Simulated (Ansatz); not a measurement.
**Rb2BaCl4 (I-42d):Ba_Rb, thermodynamic levels from a 56-atom cell**

Aim: at which Fermi levels does Ba_Rb in Rb2BaCl4 (I-42d) change its charge? The model is a cell of 56 host atoms with 1 Rb taken out and 1 Ba put in.

Main program and level: Ansatz 0.2.0; place-levels on PBEsol runs: charge-transition levels and formation energies with image-charge correction and potential alignment at the atomic sites.

**1. Set-up**

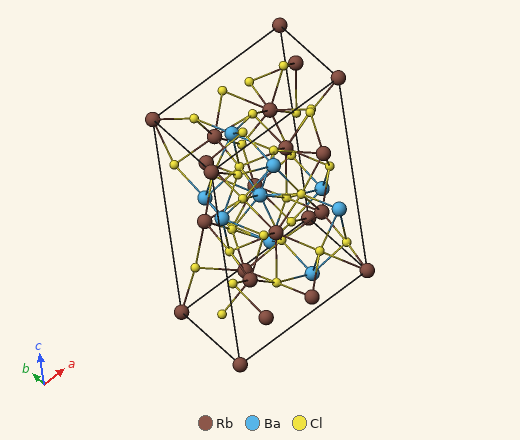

Start, viewed slightly off an axis; rubidium brown, barium blue, chlorine yellow. Bonds to atoms that aren't drawn are left out. Some periodic images of atoms are drawn too.

The cell holds 56 atoms: 15 Rb, 9 Ba and 32 Cl. Cell: a = 13.398 Å, b = 13.398 Å, c = 13.299 Å, α = 60.2°, β = 60.2°, γ = 59.5°. It derives from Rb2BaCl4 (space group I-42d). Nearest the centre at fractional (0.381, 0.244, 0.869): Ba6 at 0.00 Å, Cl33 at 3.18 Å, Cl30 at 3.18 Å, Cl45 at 3.30 Å, Cl55 at 3.30 Å, Cl38 at 3.34 Å, Cl27 at 3.34 Å, Cl49 at 3.43 Å.

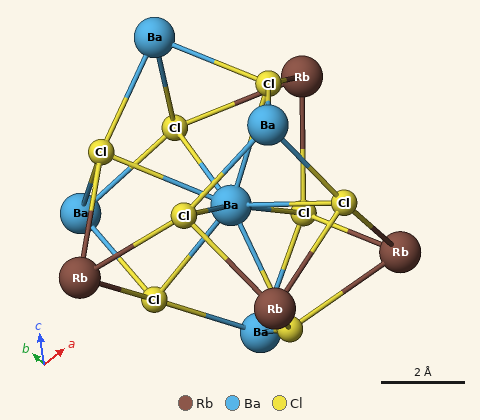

The atoms within 5 Å of the centre.

Known beforehand: the electronic dielectric constant, (2.91, 2.91, 2.87), and the static one, (7.56, 7.56, 9.13), from a response run on this crystal (DFPT, PBEsol) at that run's own cell.

The cell's shortest repeat is 13.3 Å.

**2. What was run first**

A transition level is the Fermi level at which two charge states cost the same, so each charge needs its own total energy, at its own relaxed structure.

Each atom starts 0.05 Å or so off its site in a random direction: a symmetric start keeps its symmetry, and would miss off-centre moves and Jahn–Teller distortions. Forces are taken at one point at (¼, ¼, ¼). The cell holds 1 electron fewer than the neutral one, with a uniform background that keeps it neutral on the whole.

The sampling was tested on the host first: at the k-points planned (1x1x1 shifted 0.25 0.25 0.25) its energy lies 0.001 eV an atom from the dense-mesh value, under the bound of 0.02 eV set for this test; that bounds the host's error, not the defect's.

One state's input; the others differ in charge, spin, start and seed, and in occupations where the table says so.

qp1.relax/input.yaml reads:

```yaml
crystal:
  lattice:
    - [0.0, 9.4038899, 9.54330863]
    - [9.4038899, 0.0, 9.54330863]
    - [9.4038899, 9.4038899, 0.0]
  atoms:
    - { symbol: Rb, position: [0.24399043, 0.38100957, 0.50600957] }
    - { symbol: Rb, position: [0.49399043, 0.63100957, 0.75600957] }
    - { symbol: Rb, position: [0.74399043, 0.88100957, 0.00600957] }
[... 2 atom lines left out ...]
    - { symbol: Ba, position: [0.38100957, 0.24399043, 0.86899043] }
[... 3 atom lines left out ...]
    - { symbol: Rb, position: [0.36899043, 0.00600957, 0.74399043] }
    - { symbol: Rb, position: [0.61899043, 0.25600957, 0.99399043] }
[... 1 atom line left out ...]
    - { symbol: Rb, position: [0.00600957, 0.36899043, 0.88100957] }
[... 2 atom lines left out ...]
    - { symbol: Rb, position: [0.75600957, 0.11899043, 0.63100957] }
    - { symbol: Ba, position: [0.125, 0.625, 0.875] }
    - { symbol: Ba, position: [0.375, 0.875, 0.125] }
[... 3 atom lines left out ...]
    - { symbol: Ba, position: [0.25, 0.25, 0.25] }
    - { symbol: Ba, position: [0.5, 0.5, 0.5] }
[... 2 atom lines left out ...]
    - { symbol: Cl, position: [0.32425954, 0.71419225, 0.60583896] }
    - { symbol: Cl, position: [0.57425954, 0.96419225, 0.85583896] }
[... 2 atom lines left out ...]
    - { symbol: Cl, position: [0.46419225, 0.07425954, 0.10570924] }
[... 2 atom lines left out ...]
    - { symbol: Cl, position: [0.23083896, 0.48070924, 0.69925954] }
[... 4 atom lines left out ...]
    - { symbol: Cl, position: [0.48070924, 0.23083896, 0.58919225] }
[... 3 atom lines left out ...]
    - { symbol: Cl, position: [0.33919225, 0.44925954, 0.98083896] }
[... 2 atom lines left out ...]
    - { symbol: Cl, position: [0.19925954, 0.08919225, 0.98070924] }
[... 3 atom lines left out ...]
    - { symbol: Cl, position: [0.10570924, 0.35583896, 0.07425954] }
[... 5 atom lines left out ...]
    - { symbol: Cl, position: [0.60583896, 0.35570924, 0.71419225] }
    - { symbol: Cl, position: [0.85583896, 0.60570924, 0.96419225] }
  host:
    repeats: [1, 1, 1]
    atoms:
      - { symbol: Rb, position: [0.24399043, 0.38100957, 0.50600957] }
      - { symbol: Rb, position: [0.49399043, 0.63100957, 0.75600957] }
      # ... 54 more atoms of the perfect host
total_charge: 1
basis:
  ecutwfc: 420
  xc_grid: 2
hamiltonian:
  xc: pbesol
kpoints:
  mp_grid: { grid: [1, 1, 1], shift: [0.25, 0.25, 0.25] }
scf:
  occupations: { method: fixed }
  max_iter: 60
output:
  forces: true
  charged_corrections:
    epsilon: [2.91, 2.91, 2.87]
    static_epsilon: [7.56, 7.56, 9.13]
    defect_position: [0.38101, 0.24399, 0.86899]
relax:
  f_tol: 0.02
  max_steps: 80
  random_displacement: { amplitude: 0.05, seed: 8490 }
checkpoint:
  write: "../qp1.relax.run"
  compress: false
  write_wavefunctions: true
  write_every: 100000
```

On the command line:

```bash
$ ansatz run input.yaml --threads 4 --pin off --max-ram 7536MiB --backend cpu --events-out ev --progress --plain --runs-dir out
```

The relaxed structure is kept and the sampling changed to a 2×2×2 shifted mesh.

The run of this state that the levels use, under PBEsol:

qp1.point/input.yaml reads:

```yaml
crystal:
  checkpoint: "../qp1.relax.run"
  host: checkpoint
total_charge: 1
basis:
  ecutwfc: 420
  xc_grid: 2
hamiltonian:
  xc: pbesol
kpoints:
  mp_grid: { grid: [2, 2, 2], shift: [0.5, 0.5, 0.5] }
scf:
  occupations: { method: fermi_dirac, width: 0.01 }
  max_iter: 60
output:
  forces: true
  eigenvalues: true
  charged_corrections:
    epsilon: [2.91, 2.91, 2.87]
    static_epsilon: [7.56, 7.56, 9.13]
    defect_position: [0.38101, 0.24399, 0.86899]
  eigenstates: { localisation: true }
  populations: true
  band_densities: [{ bands: [v1, v1] }, { bands: [c1, c1] }]
  write_density: true
  write_potential: true
  volumetric_format: npy
checkpoint:
  read: "../qp1.relax.run"
  write: "../qp1.point.run"
  compress: false
  write_wavefunctions: false
  write_every: 100000
```

Relaxations under PBEsol at one point at (¼, ¼, ¼); times on 4 threads of Arm Neoverse V1, shared host:

```tsv
charge	moment (μB)	occupations	outcome	steps	largest displacement against the far atoms (Å)	time
0	1	fixed	converged	6	0.20	5 min
+1	0	fixed	converged	4	0.22	90 s
```

Single points under PBEsol at a 2×2×2 shifted mesh; times on 4 threads of Arm Neoverse V1, shared host:

```tsv
charge	moment (μB)	occupations	outcome	time
0	1	fermi-dirac	converged	6.4 min
+1	0	fermi-dirac	converged	2.4 min
```

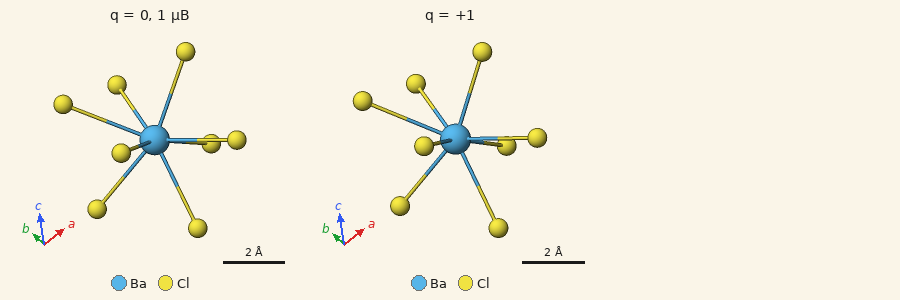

The structures near the centre after relaxation with PBEsol, by charge.

Distances (Å) from Ba6 to the nearest atoms after relaxation with PBEsol:

```tsv
charge	moment (μB)	1.	2.	3.	4.	5.	6.
0	1	Cl 3.15	Cl 3.15	Cl 3.25	Cl 3.25	Cl 3.26	Cl 3.26
+1	0	Cl 3.04	Cl 3.04	Cl 3.09	Cl 3.09	Cl 3.22	Cl 3.22
```

**3. place-levels, PBEsol**

A charged cell interacts with its images and the background, and its potential has another zero than the host's. place-levels removes the first by a point-charge model, screened by the static dielectric constant since the ions have relaxed around the charge, and the second by comparing potentials at atoms far from the defect.

The host is a run of the defect-free crystal in the same cutoffs, grids and k-points, so that basis and sampling errors cancel in part in the differences. Its band edges come from a run of the primitive cell that searches the zone for them. Chemical potentials are energies per atom of Rb (bcc) and Ba (bcc), run with the same functional and cutoff.

levels.point.yaml reads:

```yaml
host:
  run: host.point.run
  levels_from: { run: edges.point.run }
states: [q0_M1.point.run, qp1.point.run]
geometry_from:
  q0_M1.point.run: q0_M1.relax.run
  qp1.point.run: qp1.relax.run
  host.point.run: host.relax.run
chemical_potentials:
  Rb:
    energy: -3216.989095
    dataset: "<sha256 of the dataset>"
  Ba:
    energy: -5862.611346
    dataset: <sha256 of the dataset>
epsilon: [2.91, 2.91, 2.87]
static_epsilon: [7.56, 7.56, 9.13]
vertical:
  - { from: qp1.point.run, to: qp1.point_neutral.run }
```

On the command line:

```bash
$ ansatz place-levels levels.point.yaml -- --threads 4 --pin off --max-ram 7536MiB
```

Numbers of over 12 decimals in the logs are rounded to 6 here.

Log:

```text
[... repeated set-up lines and file paths are left out, and long positions are rounded to six places ...]
(+1/0) 5.077 eV above the valence edge, 0.042 eV under the conduction edge
formation energy of charge +1: -4.337 eV with the Fermi level at the valence edge
formation energy of charge 0: +0.740 eV with the Fermi level at the valence edge
vertical +1 to 0: no energy, since no alignment is typed
  the change from vertical[0].from (qp1.point.run) to vertical[0].to (qp1.point_neutral.run): by its potential at epsilon [2.91, 2.91, 2.87] it stands at 0.372 0.258 0.881, with an rms radius of about 5.2 Å (2.9 3.0 3.0 Å across the planes of the cell's [...]
  edges by pbesol of host.levels_from (edges.point.run), its mesh sampled to repeats of 32.74 Å (the valence edge +0.024 eV and the conduction edge -0.206 eV from those of the host's own run), gap 5.119 eV; the host is sampled to repeats of 26.60 Å
  the defect's cells are sampled to repeats of 26.60 Å, like sampling
  charge +1: -135095.2199 eV with its correction of +0.274 eV, at epsilon [7.56, 7.56, 9.13], aligned at sites: +0.0575 eV, mean over 13 atomic sites at or beyond 6.65 Å from the defect at [0.3810, 0.2440, 0.8690], with +0.000565 for the charge's moments and [...]
  charge 0: +0.000 eV for its dipole among its images, +0.000 omitted
  of states[1] (qp1.point.run): it parts from the run at its places by a charge that spreads by about 3 Å along one vector (1.9 Å or more is wide), by its potential at epsilon [2.91, 2.91, 2.87], taken for that of held ions (one typed too small widens it), [...]
  of vertical[0].from (qp1.point.run): its displacements don't fall off away from the defect: farther atoms stand 0.031 Å off the host's places. [...]
  vertical[0].to (qp1.point_neutral.run): levels filled in part (TS 0.004 eV): its energy is of no whole electron's
  of vertical[0].to (qp1.point_neutral.run): its displacements don't fall off away from the defect: farther atoms stand 0.031 Å off the host's places. [...]
```

Elapsed: 0.25 s, on 4 threads of Arm Neoverse V1, shared host.

Levels between the charges placed, in eV above the valence top:

```tsv
	gap (eV)	(+1/0)
PBEsol	5.12	5.08
```

Corrections by state:

```tsv
charge	moment (μB)	image terms and alignment (eV)	band filling (eV)	ε used	over the lowest of its charge, as the program ranks them, band filling apart (eV)
+1	0.0	0.274	-	principal values (7.56, 7.56, 9.13)	0.000
0	1.0	0.000	-	-	0.000
```

The charged structures listed were also run neutral, and place-levels reads from each pair, by the potential or the spins, how wide the charge is by which they differ; that can be the carrier of either run.

```tsv
charge	rms radius (Å)	spread where it is widest against the cell (Å)	wide from (Å)	reading
+1	5.2	3.02	1.89	wide
```

The neutral runs of these pairs need not share the spin of the lowest neutral state, and very wide values only mean spread over the cell.

From the program's caveats on the states, each cut to its opening words:

- charge +1: it parts from the run at its places by a charge that spreads by about 3 Å along one vector (1.9 Å or more is wide), by its potential at epsilon [2.91, 2.91, [...]
- charge +1: its displacements don't fall off away from the defect: farther atoms stand 0.031 Å off the host's places

Chemical potentials of the elements' reference phases, run alike. Formation energies (elemental references), with the Fermi level at the valence top and at the conduction bottom (gap 5.12 eV):

```tsv
charge	at valence top (eV)	at conduction bottom (eV)	correction included (eV)
+1	-4.34	0.78	0.27
0	0.74	0.74	0.00
```

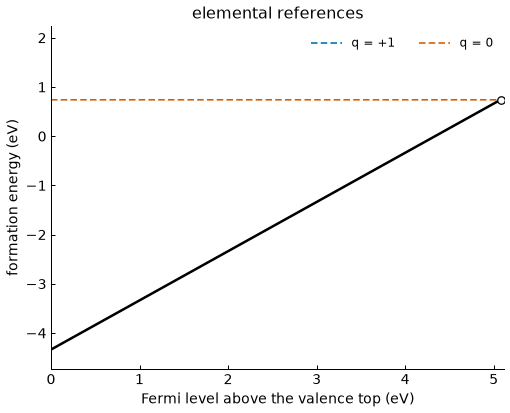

Formation energy against Fermi level; the thick line follows the lowest charge state and circles mark the transition levels.

Charge transition levels, in eV, zero at the valence-band top of the host:

```tsv
	conduction bottom	valence top
Ba_Rb	5.12	0.00
```

```tsv
	level	energy (eV)
Ba_Rb	(+1/0)	5.08
```

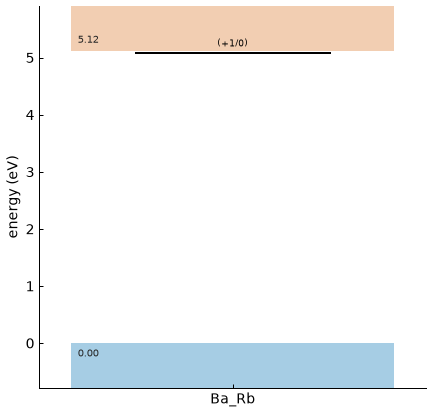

Charge transition levels. Shaded: valence and conduction bands.

**4. The same at the relaxations' own k-points**

The relaxations' own energies give the levels at their sampling, for comparison.

levels.relax_mesh.yaml reads:

```yaml
host:
  run: host.relax.run
  levels_from: { run: edges.relax.run }
states: [q0_M1.relax.run, qp1.relax.run]
chemical_potentials:
  Rb:
    energy: -3216.989095
    dataset: "<sha256 of the dataset>"
  Ba:
    energy: -5862.611346
    dataset: <sha256 of the dataset>
```

On the command line:

```bash
$ ansatz place-levels levels.relax_mesh.yaml -- --threads 4 --pin off --max-ram 7536MiB
```

Log:

```text
(+1/0) 5.076 eV above the valence edge, 0.043 eV under the conduction edge
formation energy of charge +1: -4.336 eV with the Fermi level at the valence edge
formation energy of charge 0: +0.740 eV with the Fermi level at the valence edge
  edges by pbesol of host.levels_from (edges.relax.run), its mesh sampled to repeats of 32.74 Å (the valence edge +0.023 eV and the conduction edge -0.206 eV from those of the host's own run), gap 5.119 eV; the host is sampled to repeats of 13.30 Å
[... the lines on each state left out ...]
```

Run time: 0.11 s. Hardware: 4 threads.

Levels between neighbouring charges, in eV above the valence top:

```tsv
	gap (eV)	(+1/0)
one point at (¼, ¼, ¼)	5.12	5.08
a 2×2×2 shifted mesh	5.12	5.08
```

Going from one point at (¼, ¼, ¼) to a 2×2×2 shifted mesh moves the levels that carry no band-filling term by up to 0.00 eV and formation energies against the elements by up to 0.00 eV.

**5. A changed set-up**

A choice is tested by changing it alone.

levels.try0.yaml is levels.point.yaml with these lines changed:

```diff
-epsilon: [2.91, 2.91, 2.87]
-static_epsilon: [7.56, 7.56, 9.13]
+epsilon: 500.0
+static_epsilon: 500.0
```

On the command line:

```bash
$ ansatz place-levels levels.try0.yaml -- --threads 4 --pin off --max-ram 7536MiB
```

Log:

```text
(+1/0) 5.219 eV above the valence edge, in the conduction band
formation energy of charge +1: -4.478 eV with the Fermi level at the valence edge
formation energy of charge 0: +0.740 eV with the Fermi level at the valence edge
vertical +1 to 0: no energy, since no alignment is typed
[...]
[... the lines on each state left out ...]
```

The change: a very large dielectric constant, which removes the point-charge term and changes the alignment.

Levels in eV above the valence top; the changed ones are not the defect's:

```tsv
	gap (eV)	(+1/0)
changed	5.12	5.22
as set up	5.12	5.08
```

The largest shift is 0.14 eV.

**6. Outcome**

```json
{"gap of the host": "5.12 eV (PBEsol)", "level (plus 1/0)": "5.08 eV above the valence top", "lowest of the charges placed, just above the valence top (0.02 eV)": "+1", "lowest of the charges placed, just below the conduction bottom (0.02 eV)": "0", "lowest formation energy at mid-gap of the charges run, elemental references": "-1.78 eV"}
```

**Reading.** Of the charges placed (0 and +1), the lowest changes at 5.08 eV (+1/0) above the valence top, in a gap of 5.12 eV. (+1/0) lies nearer to a band edge than the share of the finite-size correction in it (0.27 eV), and that correction holds for a localised charge alone. (+1/0) lies 0.04 eV from a band edge, less than the doubt on such levels. Charges above +1 and below 0 were not placed, so these runs say nothing of levels that involve them. States placed: +1 at 0 μB; 0 at 1 μB. Other spin states or structures, where not listed, weren't placed. Going from one point at (¼, ¼, ¼) to a 2×2×2 shifted mesh moves the levels that carry no band-filling term by up to 0.00 eV and formation energies against the elements by up to 0.00 eV. Keep in mind: PBEsol makes the gap too small and tends to spread out bound carriers; where a gas molecule sets a chemical potential or the host's formation energy, its binding is uncorrected; spin–orbit coupling, which can matter with heavy atoms, is left out.

[Logs are printed without paths, hosts, clocks, repeated set-up lines and the standing remarks that a program may print on its own settings, such as how far it seeks lower states.]

[Hosts, paths, dates, database ids (printed as entryN), source tags and the programs' standing remarks are cut or masked in the printed files.]

[Where a table of states has a column of steps, it counts the stored structures, which are thinned; the runs took as many ionic steps or more.]

[A defect's name tells the site on which it was built; relaxed atoms can leave that site.]

[For some hosts the program warned that the k-mesh of the response run may be too coarse for force constants and the static dielectric constant; such warnings are not shown here.]
